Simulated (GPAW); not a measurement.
# Core-hole calculation of the P K edge in zinc-blende (GaP)₁₋ₓ(InP)ₓ at x = 0.875, part 2 of 2

Aim: the P K edge in zinc-blende (GaP)₁₋ₓ(InP)ₓ at x = 0.875, one member of a composition series.

GPAW 26.7.0; X-ray absorption from dipole matrix elements to empty bands, plane-wave PAW PBE.

So far. Step 3 (The field without a hole): The mesh shows a gap of 0.67 eV. The excited electron is kept all the same, so that all members of the series, with or without a gap, are treated alike.

## (5) Spectrum with XCH, P atom 2

The holes are 8.2 Å apart. In GPAW the data set carries the hole's charge, so charge=0 means a charged cell and charge=-1 a neutral one. The excited electron is kept in the cell, where it fills the lowest empty states and screens the hole. After the field has converged, empty bands are computed with the density fixed and the dipole matrix elements are summed.

The absorber has 1 Ga at 2.42 Å and 3 In at 2.55 Å (distorted tetrahedral).

Input file xas.py:

```python
import numpy as np
from ase import Atoms
from ase.parallel import parprint, paropen
from gpaw import GPAW, PW, FermiDirac, Mixer, MixerDif, setup_paths
from gpaw.test import gen
setup_paths.insert(0, '.')
gen('P', name='fch1s', xcname='PBE', corehole=(1, 0, 1), write_xml=True)
from gpaw.mpi import world
world.barrier()

atoms = Atoms('InPInPGaPInPInPInPInPInP',
    cell=[[0, 5.81675, 5.81675],
     [5.81675, 0, 5.81675],
     [5.81675, 5.81675, 0]],
    scaled_positions=[[0.9982712, 0.0005128, 0.9992581],
     [0.1188162, 0.1392837, 0.1196318],
     [0.0000241, 0.9997914, 0.4990717],
     [0.1251816, 0.1250618, 0.6240307],
     [0.9999744, 0.4994676, 0.0011709],
     [0.1187686, 0.6206644, 0.1214556],
     [0.0007522, 0.5006825, 0.5010146],
     [0.120862, 0.6199875, 0.640556],
     [0.4984095, 0.998127, 0.9996229],
     [0.6231297, 0.123346, 0.1252104],
     [0.5000034, 0.9990468, 0.5001141],
     [0.6245925, 0.1250775, 0.6242439],
     [0.4986464, 0.4986037, 0.9999725],
     [0.6396384, 0.6186628, 0.1187198],
     [0.5005215, 0.5004897, 0.4979614],
     [0.6252957, 0.6244278, 0.624649]],
    pbc=True)
atoms.calc = calc = GPAW(legacy_gpaw=True, mode=PW(400, force_complex_dtype=True), xc='PBE', setups={1: 'fch1s'},
    kpts={'size': (3, 3, 3), 'gamma': True}, occupations=FermiDirac(0.04),
    charge=-1, mixer=Mixer(0.1, 5, 50), maxiter=150,
    convergence={'density': 0.0001, 'eigenstates': 1e-6}, txt='scf.txt')
energy = atoms.get_potential_energy() + calc.get_reference_energy()
ef = calc.get_fermi_level()
out = dict(energy=energy, fermi=ef, forces=atoms.get_forces().tolist())
parprint(f'all-electron energy {energy:.4f} eV, Fermi level {ef:.4f} eV')
ev = np.array([[calc.get_eigenvalues(k, s) for k in range(len(calc.get_ibz_k_points()))] for s in range(calc.get_number_of_spins())])
out['homo'], out['lumo'], out['counts'] = ev[ev < ef].max(), ev[ev > ef].min(), sorted(set((ev < ef).sum((0, 2)).tolist()))
out['filled'] = (ev[:, 0] < ef).sum(1).tolist()

from ase.units import Ha
from gpaw.xas import dipole_matrix_elements
nb = int(calc.get_number_of_electrons() / 2) + 201
top, nb = nb, nb + 8 + nb // 12
nscf = calc.fixed_density(kpts={'size': (4, 4, 4), 'gamma': True}, nbands=nb,
    convergence={'bands': top, 'eigenstates': 5e-3}, maxiter=60, txt='nscf.txt')
cell = atoms.cell.array
ops = [cell.T @ U.T @ np.linalg.inv(cell.T) for U in nscf.wfs.kd.symmetry.op_scc]
filled = [67]  # bands filled in the ground state, by spin
E = np.arange(-6, 30, 0.1)
fwhm = np.interp(E, [4, 25], [0.9, 3.5])
Y, X, zero, highest = 0, 0, 1e9, 1e9
for spin in range(nscf.get_number_of_spins()):
    wfs = nscf.wfs
    mine = wfs.bd.get_slice()  # this rank's bands
    A = dipole_matrix_elements(wfs.setups[1])
    eps = np.zeros((wfs.kd.nibzkpts, nb))
    d = np.zeros((3, A.shape[1], wfs.kd.nibzkpts, nb), complex)
    for kpt in wfs.kpt_u:
        if kpt.s == spin and 1 in kpt.P_ani:
            eps[kpt.k, mine] = kpt.eps_n * Ha
            d[:, :, kpt.k, mine] = (kpt.weight * wfs.nspins / 2) ** 0.5 * np.inner(A, kpt.P_ani[1])
    world.sum(eps)
    world.sum(d)
    T = np.einsum('amkn,bmkn->abkn', d, d.conj()).real
    T = sum(np.einsum('ai,ijkn,bj->abkn', R, T, R) for R in ops) / len(ops)
    empty = np.ones_like(eps, bool) & (np.arange(nb) >= filled[spin])
    zero, highest = min(zero, eps[empty].min()), min(highest, eps[:, top - 1].min())
    lines = [(eps, T, empty)] if spin == 0 else lines + [(eps, T, empty)]
for eps, T, empty in lines:
    f = np.einsum('aakn->akn', T).reshape(3, -1)
    x = eps.ravel() - zero
    w = np.interp(x, E, fwhm) / 2.35482
    g = np.exp(-0.5 * ((E[:, None] - x) / w) ** 2) / (w * (2 * np.pi) ** 0.5)
    Y = Y + (f * empty.ravel()) @ g.T
    X = X + (f * ~empty.ravel()) @ g.T
out.update(E=E.round(2).tolist(), xas=Y.tolist(), xes=X.tolist(), zero=zero, valid=highest - zero, nk=len(eps), nb=nb)
for i in range(0, len(E), 10):
    parprint(f'{E[i]:7.2f}', *(f'{v:10.3e}' for v in Y[:, i]))
import json
with paropen('out.json', 'w') as f:
    json.dump(out, f)
```

On the command line:

```sh
OMP_NUM_THREADS=1 mpirun -n 4 gpaw python xas.py
```

Numbers of over 12 decimals in the logs are rounded to 6 here.

The log of the run:

```text
Input parameters:
  charge: -1
  convergence: {density: 0.0001,
                eigenstates: 1e-06}
  kpts: {gamma: True,
         size: (3, 3, 3)}
  maxiter: 150
  mixer: {backend: pulay,
          beta: 0.1,
          method: separate,
          nmaxold: 5,
          weight: 50}
  mode: {ecut: 400.0,
         force_complex_dtype: True,
         name: pw}
  occupations: {fixmagmom: False,
                name: fermi-dirac,
                width: 0.04}
  setups: {1: fch1s}
  xc: PBE

Initialize ...

[... PAW data sets ...]

Reference energy: -1244969.890535  # eV

Spin-paired calculation

[... convergence settings ...]
Symmetries present (total): 1
  [... symmetry matrices ...]

27 k-points: 3 x 3 x 3 Monkhorst-Pack grid
14 k-points in the irreducible part of the Brillouin zone
       k-points in crystal coordinates                weights
   0:     0.00000000    0.00000000    0.00000000          1/27
   1:     0.00000000    0.00000000    0.33333333          2/27
   2:     0.00000000    0.33333333   -0.33333333          2/27
   3:     0.00000000    0.33333333    0.00000000          2/27
   4:     0.00000000    0.33333333    0.33333333          2/27
   5:     0.33333333   -0.33333333   -0.33333333          2/27
   6:     0.33333333   -0.33333333    0.00000000          2/27
   7:     0.33333333   -0.33333333    0.33333333          2/27
   8:     0.33333333    0.00000000   -0.33333333          2/27
   9:     0.33333333    0.00000000    0.00000000          2/27
          ...
  13:     0.33333333    0.33333333    0.33333333          2/27

Wave functions: Plane wave expansion
  Cutoff energy: 400.000 eV
  Number of coefficients (min, max): 7119, 7150
  Pulay-stress correction: 0.000000 eV/Ang^3 (de/decut=0.000000)
  Using FFTW library
  Wavefunction extrapolation:
    Improved wavefunction reuse through dual PAW basis

Occupation numbers: Fermi-Dirac:
  width: 0.0400  # eV

Eigensolver
   Davidson(niter=2)

Densities:
  Coarse grid: 40*40*40 grid
  Fine grid: 80*80*80 grid
  Total Charge: 0.000000

Density mixing:
  Method: separate
  Backend: pulay
  Linear mixing parameter: 0.1
  old densities: 5
  Width of damping distribution: 1.1
  Damping of long wavelength oscillations: 50

[... Hamiltonian set-up ...]
Number of atoms: 16
Number of atomic orbitals: 99
Number of bands in calculation: 85
Number of valence electrons: 135
Bands to converge: occupied

... initialized

Initializing position-dependent things.

Density initialized from atomic densities
Creating initial wave functions:
  85 bands from LCAO basis set

                                     In
              Ga        In  In
                         P
                              In
                P
                     In
                  P
                          In
         P              P

              P    In
                P

       P

Atomic positions and initial magnetic moments

Positions:
   0 In     5.815417   11.619129    5.809677    ( 0.0000,  0.0000,  0.0000)
   1 P      1.506047    1.386992    1.501303    ( 0.0000,  0.0000,  0.0000)
   2 In     8.718512    2.903115    5.815677    ( 0.0000,  0.0000,  0.0000)
   3 P      4.357284    4.357981    1.455603    ( 0.0000,  0.0000,  0.0000)
   4 Ga     2.912089    5.823412    8.721879    ( 0.0000,  0.0000,  0.0000)
   5 P      4.316727    1.397324    4.301097    ( 0.0000,  0.0000,  0.0000)
   6 In     5.826622    2.918652    2.916720    ( 0.0000,  0.0000,  0.0000)
[...]
13 P      4.289170    4.411180    7.319224    ( 0.0000,  0.0000,  0.0000)
  14 In     5.807740    5.807925    5.822632    ( 0.0000,  0.0000,  0.0000)
  15 P      7.265567    7.270616    7.269329    ( 0.0000,  0.0000,  0.0000)

Unit cell:
           periodic     x           y           z      points  spacing
  1. axis:    yes    0.000000    5.816750    5.816750    40     0.1679
  2. axis:    yes    5.816750    0.000000    5.816750    40     0.1679
  3. axis:    yes    5.816750    5.816750    0.000000    40     0.1679

  Lengths:   8.226127   8.226127   8.226127
  Angles:   60.000000  60.000000  60.000000

Effective grid spacing dv^(1/3) = 0.1832

iter:   1   -85.194019
iter:   2   -82.263555   -1.60  -1.09
iter:   3   -78.685790   -1.22  -1.15
iter:   4   -78.899835   -2.18  -1.42
iter:   5   -78.570045   -2.26  -1.44
iter:   6   -78.518849   -2.96  -1.88
iter:   7   -78.510754c  -3.41  -2.16
iter:   8   -78.511205c  -4.09  -2.80
iter:   9   -78.509598c  -4.56  -2.75
iter:  10   -78.509731c  -5.10  -3.17
iter:  11   -78.509542c  -5.59  -3.21
iter:  12   -78.509537c  -6.54c -3.65
iter:  13   -78.509544c  -6.40c -3.72
iter:  14   -78.509541c  -7.53c -4.28c

Converged after 14 iterations.

Dipole moment: (-21.681721, -23.845795, -21.607445) |e|*Ang

Energy contributions relative to reference atoms: (reference = -1244969.890535)

Kinetic:       +208.675519
Potential:     -194.897433
External:        +0.000000
XC:             -94.363571
Entropy (-ST):   -0.015670
Local:           +2.083779
SIC:             +0.000000
--------------------------
Free energy:    -78.517376
Extrapolated:   -78.509541

Showing only first 2 kpts
 Kpt  Band  Eigenvalues  Occupancy
  0    65      4.81075    2.00000
  0    66      4.82341    2.00000
  0    67      5.09902    2.00000
  0    68      6.17659    1.99683

  1    65      4.55396    2.00000
  1    66      4.56234    2.00000
  1    67      5.95082    1.99999
[...]
Fermi level: 6.43435

No gap
No difference between direct/indirect transitions

Forces in eV/Ang:
  0 In   -0.43113   -0.22152   -0.41828
  1 P     0.06520   -0.06119    0.07319
  2 In    0.23792    0.42745   -0.42957
  3 P     0.02682   -0.01426    0.07264
  4 Ga    0.40341   -0.41794    0.41062
  5 P    -0.04220    0.07546   -0.00791
  6 In    0.03483   -0.06591    0.07645
[...]
13 P    -0.00596    0.01924   -0.07290
 14 In    0.06406   -0.09333    0.04372
 15 P    -0.01786    0.01855   -0.02117
Scalar-relativistic atomic PBE calculation for P (Phosphorus, Z=15)
Core hole in 1s state (1s occupation: 1.0)
450 radial gridpoints.
|------------------------------------------------|
|------------------------------------------------|
[... the atom generator's iteration count ...]

Energy contributions:
-------------------------
Kinetic:     +262.827971
XC:           -18.802338
Potential:   -506.301350
-------------------------
Total:       -262.275717

state      eigenvalue         ekin         rmax
-----------------------------------------------
1s^1.0 :   -82.638549   110.566952        0.067
2s^2.0 :    -7.880838    17.711957        0.400
2p^6.0 :    -6.208215    17.410471        0.328
3s^2.0 :    -0.985623     2.830847        1.423
3p^3.0 :    -0.622564     2.237529        1.549
-----------------------------------------------
(units: Bohr and Hartree)

Generating PAW setup
Kinetic energy of the core from tauc = 251.042791
Cutoffs:
rc(s)=1.800
rc(p)=1.800
rc(d)=1.800
rc(vbar)=1.620
rc(comp)=1.800
rc(nct)=1.800

Kinetic energy of the core states: 250.453690
Charge: 1.0
Core electrons: 9.0
Valence electrons: 5.0
Pseudo-core charge: 0.080239
Shape function alpha=3.086
Pseudo-electron charge 5.484265
state    eigenvalue         norm
--------------------------------
3s(2) :    -0.985623     1.194581
*s    :     0.014377
3p(3) :    -0.622564     1.004954
*p    :     0.377436
*d    :     0.000000
--------------------------------

Diagonalizing with gridspacing h=0.050

state   all-electron     PAW
-------------------------------
3s:      -0.985623    -0.986051
3p:      -0.622564    -0.622827
*d:                   -0.149877
*f:                   -0.018076
-------------------------------
all-electron energy -1245048.4001 eV, Fermi level 6.4344 eV
[...]
27.00  3.118e-06  3.122e-06  3.119e-06
  28.00  2.884e-06  2.890e-06  2.887e-06
  29.00  2.919e-06  2.924e-06  2.922e-06
```

The job ended after 10 min (4 MPI ranks of Arm Neoverse V1, shared host; peak memory 0.92 GiB).

The P K spectrum, P atom 2, excited-electron core hole (neutral cell) (energy from the bottom of the conduction band, which holds the excited electron; intensity scaled to a mean of 1 over the first 20 eV):

| E (eV) | intensity |
| --- | --- |
| -2.0 | 0.00 |
| -0.5 | 0.00 |
| 1.0 | 0.76 |
| 2.5 | 1.73 |
| 4.0 | 2.08 |
| 5.5 | 1.10 |
| 7.0 | 1.28 |
| 8.5 | 1.00 |
| 10.0 | 0.60 |
| 11.5 | 0.78 |
| 13.0 | 1.06 |
| 14.5 | 0.96 |
| 16.0 | 0.77 |
| 17.5 | 0.64 |
| 19.0 | 0.70 |
| 20.5 | 0.77 |
| 22.0 | 0.81 |
| 23.5 | 0.98 |
| 25.0 | 1.07 |
| 26.5 | 0.95 |
| 28.0 | 0.83 |

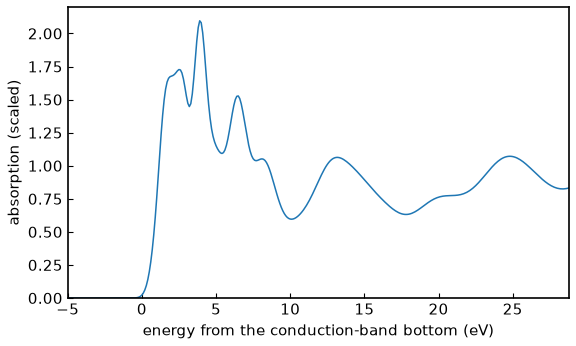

The P K edge, P atom 2, excited-electron core hole (neutral cell): main maxima at 2.5, 3.9 and 6.5 eV.

Main maxima below 24 eV (height): 2.5 eV (1.73), 3.9 eV (2.10), 6.5 eV (1.53) and 13.2 eV (1.06). A K edge sees empty p states on the absorber.

The total-energy difference is 2155.58 eV. One term is added: -15.96 eV, since the hole is spin-paired here and a spin-polarised one costs that much less in the free atom (computed apart). The photon energy is then 2139.62 eV. The functional leaves an error of a few eV in such absolute values.

## (6) Cell without a hole, the energy reference

The absorbing element, whose data set is made anew, changes for the next run, so it gets a reference energy of its own.

Input file scf.py:

```python
import numpy as np
from ase import Atoms
from ase.parallel import parprint, paropen
from gpaw import GPAW, PW, FermiDirac, Mixer, MixerDif, setup_paths
from gpaw.test import gen
setup_paths.insert(0, '.')
gen('Ga', name='nch1s', xcname='PBE', corehole=(1, 0, 0), write_xml=True)
from gpaw.mpi import world
world.barrier()

atoms = Atoms('InPInPGaPInPInPInPInPInP',
    cell=[[0, 5.81675, 5.81675],
     [5.81675, 0, 5.81675],
     [5.81675, 5.81675, 0]],
    scaled_positions=[[0.9982712, 0.0005128, 0.9992581],
     [0.1188162, 0.1392837, 0.1196318],
     [0.0000241, 0.9997914, 0.4990717],
     [0.1251816, 0.1250618, 0.6240307],
     [0.9999744, 0.4994676, 0.0011709],
     [0.1187686, 0.6206644, 0.1214556],
     [0.0007522, 0.5006825, 0.5010146],
     [0.120862, 0.6199875, 0.640556],
     [0.4984095, 0.998127, 0.9996229],
     [0.6231297, 0.123346, 0.1252104],
     [0.5000034, 0.9990468, 0.5001141],
     [0.6245925, 0.1250775, 0.6242439],
     [0.4986464, 0.4986037, 0.9999725],
     [0.6396384, 0.6186628, 0.1187198],
     [0.5005215, 0.5004897, 0.4979614],
     [0.6252957, 0.6244278, 0.624649]],
    pbc=True)
atoms.calc = calc = GPAW(legacy_gpaw=True, mode=PW(400, force_complex_dtype=True), xc='PBE', setups={4: 'nch1s'},
    kpts={'size': (3, 3, 3), 'gamma': True}, occupations=FermiDirac(0.02),
    charge=0, mixer=Mixer(0.1, 5, 50), maxiter=150,
    convergence={'density': 0.0001, 'eigenstates': 1e-6}, txt='scf.txt')
energy = atoms.get_potential_energy() + calc.get_reference_energy()
ef = calc.get_fermi_level()
out = dict(energy=energy, fermi=ef, forces=atoms.get_forces().tolist())
parprint(f'all-electron energy {energy:.4f} eV, Fermi level {ef:.4f} eV')
ev = np.array([[calc.get_eigenvalues(k, s) for k in range(len(calc.get_ibz_k_points()))] for s in range(calc.get_number_of_spins())])
out['homo'], out['lumo'], out['counts'] = ev[ev < ef].max(), ev[ev > ef].min(), sorted(set((ev < ef).sum((0, 2)).tolist()))
out['filled'] = (ev[:, 0] < ef).sum(1).tolist()
import json
with paropen('out.json', 'w') as f:
    json.dump(out, f)
```

On the command line:

```sh
OMP_NUM_THREADS=1 mpirun -n 4 gpaw python scf.py
```

The log of the run:

```text
Input parameters:
  convergence: {density: 0.0001,
                eigenstates: 1e-06}
  kpts: {gamma: True,
         size: (3, 3, 3)}
  maxiter: 150
  mixer: {backend: pulay,
          beta: 0.1,
          method: separate,
          nmaxold: 5,
          weight: 50}
  mode: {ecut: 400.0,
         force_complex_dtype: True,
         name: pw}
  occupations: {fixmagmom: False,
                name: fermi-dirac,
[...]
4s(2) :    -0.328732     1.135119
*s    :     0.671268
4p(1) :    -0.094810     1.011555
*p    :     0.905190
*d    :     0.000000
--------------------------------

Diagonalizing with gridspacing h=0.050

state   all-electron     PAW
-------------------------------
4s:      -0.328732    -0.328886
4p:      -0.094810    -0.094897
*d:                    0.028969
*f:                    0.063419
-------------------------------
all-electron energy -1247203.9842 eV, Fermi level 5.2627 eV
[key lines of the parts left out:]
Converged after 14 iterations.
Dipole moment: (-21.599545, -23.804484, -21.520945) |e|*Ang
Free energy:    -68.065074
Fermi level: 5.26270
```

Wall time 87 s (4 MPI ranks); peak memory 0.37 GiB.

Reference energy: -1247203.984 eV with the cores included.

## (7) Spectrum with XCH, Ga atom 5

The holes are 8.2 Å apart. The excited electron is kept in the cell, where it fills the lowest empty states and screens the hole. After the field has converged, empty bands are computed with the density fixed and the dipole matrix elements are summed.

The absorber has 4 P at 2.42 Å (tetrahedral).

xas.py: that of step 5 with these lines changed.

```diff
@@ -6,3 +6,3 @@
 setup_paths.insert(0, '.')
-gen('P', name='fch1s', xcname='PBE', corehole=(1, 0, 1), write_xml=True)
+gen('Ga', name='fch1s', xcname='PBE', corehole=(1, 0, 1), write_xml=True)
 from gpaw.mpi import world
@@ -31,3 +31,3 @@
     pbc=True)
-atoms.calc = calc = GPAW(legacy_gpaw=True, mode=PW(400, force_complex_dtype=True), xc='PBE', setups={1: 'fch1s'},
+atoms.calc = calc = GPAW(legacy_gpaw=True, mode=PW(400, force_complex_dtype=True), xc='PBE', setups={4: 'fch1s'},
     kpts={'size': (3, 3, 3), 'gamma': True}, occupations=FermiDirac(0.04),
@@ -53,3 +53,3 @@
 E = np.arange(-6, 30, 0.1)
-fwhm = np.interp(E, [4, 25], [0.9, 3.5])
+fwhm = np.interp(E, [4, 25], [1.82, 3.5])
 Y, X, zero, highest = 0, 0, 1e9, 1e9
@@ -58,3 +58,3 @@
     mine = wfs.bd.get_slice()  # this rank's bands
-    A = dipole_matrix_elements(wfs.setups[1])
+    A = dipole_matrix_elements(wfs.setups[4])
     eps = np.zeros((wfs.kd.nibzkpts, nb))
@@ -62,5 +62,5 @@
     for kpt in wfs.kpt_u:
-        if kpt.s == spin and 1 in kpt.P_ani:
+        if kpt.s == spin and 4 in kpt.P_ani:
             eps[kpt.k, mine] = kpt.eps_n * Ha
-            d[:, :, kpt.k, mine] = (kpt.weight * wfs.nspins / 2) ** 0.5 * np.inner(A, kpt.P_ani[1])
+            d[:, :, kpt.k, mine] = (kpt.weight * wfs.nspins / 2) ** 0.5 * np.inner(A, kpt.P_ani[4])
     world.sum(eps)
```

On the command line:

```sh
OMP_NUM_THREADS=1 mpirun -n 4 gpaw python xas.py
```

The log of the run:

```text
Input parameters:
  charge: -1
  convergence: {density: 0.0001,
                eigenstates: 1e-06}
  kpts: {gamma: True,
         size: (3, 3, 3)}
  maxiter: 150
  mixer: {backend: pulay,
          beta: 0.1,
          method: separate,
          nmaxold: 5,
          weight: 50}
  mode: {ecut: 400.0,
         force_complex_dtype: True,
         name: pw}
  occupations: {fixmagmom: False,
[...]
*p    :     0.585016
*d    :     0.000000
--------------------------------

Diagonalizing with gridspacing h=0.050

state   all-electron     PAW
-------------------------------
4s:      -0.719303    -0.719529
4p:      -0.414984    -0.415179
*d:                   -0.111571
*f:                   -0.022852
-------------------------------
all-electron energy -1236802.4925 eV, Fermi level 6.2936 eV
[...]
28.00  1.125e-07  1.125e-07  1.123e-07
  29.00  9.611e-08  9.611e-08  9.614e-08
[key lines of the parts left out:]
Converged after 16 iterations.
Dipole moment: (-21.741598, -23.941555, -21.637327) |e|*Ang
Free energy:    -76.016411
Fermi level: 6.29363
```

Run time: 10 min. Hardware: 4 MPI ranks; peak memory 0.9 GiB; 41 min of CPU time.

The Ga K spectrum, Ga atom 5, excited-electron core hole (neutral cell) (energy from the bottom of the conduction band, which holds the excited electron; intensity scaled to a mean of 1 over the first 20 eV):

| E (eV) | intensity |
| --- | --- |
| -2.0 | 0.00 |
| -0.5 | 0.02 |
| 1.0 | 0.42 |
| 2.5 | 1.23 |
| 4.0 | 1.85 |
| 5.5 | 1.27 |
| 7.0 | 0.97 |
| 8.5 | 1.01 |
| 10.0 | 1.09 |
| 11.5 | 1.05 |
| 13.0 | 1.02 |
| 14.5 | 0.95 |
| 16.0 | 0.85 |
| 17.5 | 0.72 |
| 19.0 | 0.71 |
| 20.5 | 0.81 |
| 22.0 | 0.89 |
| 23.5 | 1.02 |
| 25.0 | 1.08 |
| 26.5 | 0.96 |
| 28.0 | 0.74 |

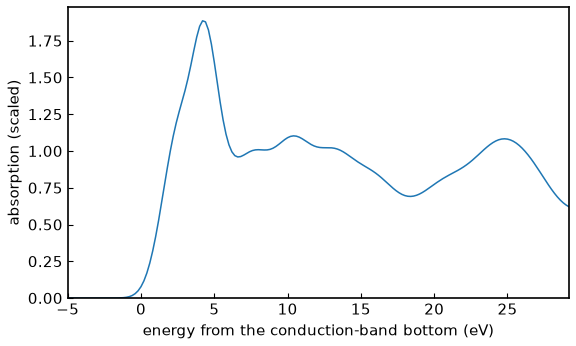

The Ga K edge, Ga atom 5, excited-electron core hole (neutral cell): main maxima at 4.2, 10.4 and 24.8 eV.

Main maxima below 28 eV (height): 4.2 eV (1.89), 10.4 eV (1.10) and 24.8 eV (1.08). 

The energy difference (zero at 10401 eV) isn't read as a photon energy: for so heavy an absorber the terms left out (the hole's spin, the functional's error) amount to tens of eV or more.

## (8) Outcome

```yaml
absorber_and_edge: P K, atom 2 of the ground-state input (counted from 1)
surroundings: 1 Ga at 2.42 Å and 3 In at 2.55 Å (distorted tetrahedral)
highest_intensity_below_16_ev: 3.9 eV above the zero, height 2.10
photon_energy_of_the_zero_with_the_added_terms: 2139.6 eV (raw 2155.6 eV; uncertain by a few eV)
```

**Reading.** The P K edge of atom 2, with 1 Ga at 2.42 Å and 3 In at 2.55 Å (distorted tetrahedral), has its highest intensity of the first 16 eV at 3.9 eV above the zero, near 2144 eV in photon energy (uncertain by a few eV), 2.1 times the mean level of the first 20 eV (Gaussian full width 0.9 eV up to 4 eV, rising linearly to 3.5 eV at 25 eV). The mesh is coarse (0.23 Å⁻¹ between points), so small maxima may be mesh ripples.

[Banner, clock and machine lines of the logs are left out without a mark of their own.]

[Logs are printed without paths, hosts, clocks, repeated set-up lines and the standing remarks that a program may print on its own settings, such as how far it seeks lower states.]

[Hosts, paths, dates, database ids (printed as entryN), source tags and the programs' standing remarks are cut or masked in the printed files.]

[Lists of maxima count a maximum above −3 eV only where it reaches 4 % of the highest in the window and stands out from its surroundings by 2 % of it (1.5 % where it reaches 55 %); shoulders and weaker maxima are passed over, and of the rest the first, up to two pre-edge ones and the few strongest are named.]
